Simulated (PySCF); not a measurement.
Vertical excitations of a molecule C₂H₄Cl₂Ge from TDA-PBE/def2-SVPD in PySCF 2.14.0, as energy in eV (oscillator strength): 5.36 (0.005), 5.55 (0.008), 5.71 (0.005), 5.89 (0.019), 6.00 (0.014), 6.27 (0.013), 6.54 (0.031), 6.64 (0.017), 6.69 (0.058), 6.71 (0.003). Lowest triplet (TDA): 4.33 eV. The structure is a stationary point at PBE0-D3(BJ)/def2-SVP. One conformer was computed; it need not be the lowest.

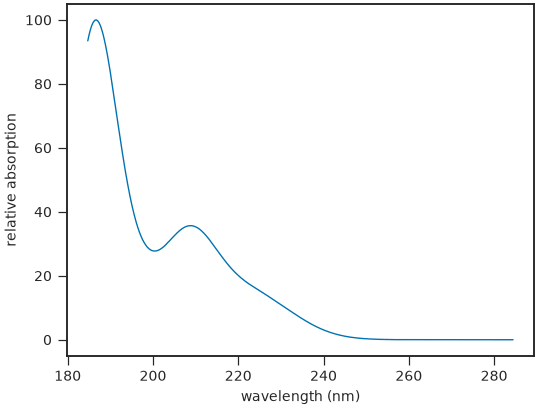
*The lines broadened by 0.4 eV.*

Question: Which structure fits?
A) C=[C](Cl)[GeH2][Cl]
B) C=[CH][GeH]([Cl])[Cl]
C) ClC(Cl)=[CH][GeH3]
D) Cl/C=[CH]\[GeH2][Cl]

Answer: B, C=[CH][GeH]([Cl])[Cl]
